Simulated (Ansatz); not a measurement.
```json
{"atom": "Ga", "x (Å)": "-0.4173", "y (Å)": "-2.3195", "z (Å)": "0.0846"}
{"atom": "Ga", "x (Å)": "-0.6267", "y (Å)": "1.6361", "z (Å)": "-1.1396"}
{"atom": "Ga", "x (Å)": "1.3093", "y (Å)": "-1.3111", "z (Å)": "1.9751"}
{"atom": "Ga", "x (Å)": "0.9684", "y (Å)": "2.9306", "z (Å)": "0.4323"}
{"atom": "Ga", "x (Å)": "-2.0956", "y (Å)": "-0.5084", "z (Å)": "0.6344"}
{"atom": "As", "x (Å)": "1.7532", "y (Å)": "0.4729", "z (Å)": "0.0180"}
{"atom": "As", "x (Å)": "0.7980", "y (Å)": "-1.1503", "z (Å)": "-1.7493"}
{"atom": "As", "x (Å)": "-0.1530", "y (Å)": "0.8309", "z (Å)": "1.6597"}
{"atom": "As", "x (Å)": "-1.5364", "y (Å)": "-0.5811", "z (Å)": "-1.9151"}
```

Geometry: r2SCAN-D4/def2-SVP.

Method: Ansatz, UKS PBE-D4/def2-SVP.

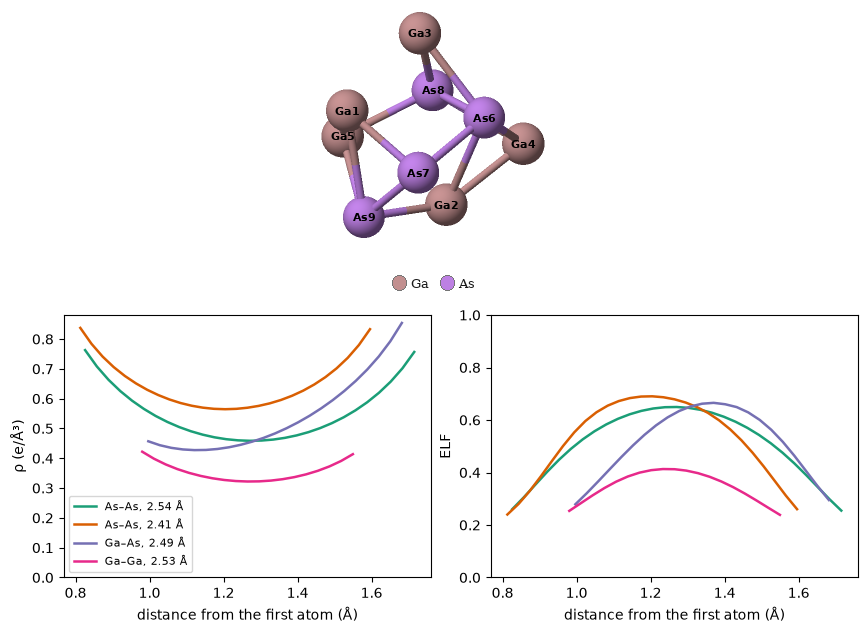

As4Ga5 (doublet). Total electron density and ELF along straight lines between neighbouring atoms. The curves leave out the atomic cores. The structure is drawn too.

Compare the contacts.

As–As (2.54 Å): the density is about 0.46 e/Å³ at the midpoint; the ELF peaks at about 0.65 between the atoms.
As–As (2.41 Å): ρ is about 0.56 e/Å³ halfway; the ELF peaks at about 0.70 between the atoms.
Ga–As (2.49 Å): ρ at the midpoint is about 0.45 e/Å³; the ELF peaks at about 0.65 in the valence shell of As, 1.1 Å from its nucleus, and is about 0.60 at the midpoint.
Ga–Ga (2.53 Å): ρ at the midpoint is about 0.32 e/Å³; the ELF is about 0.40 at the midpoint.
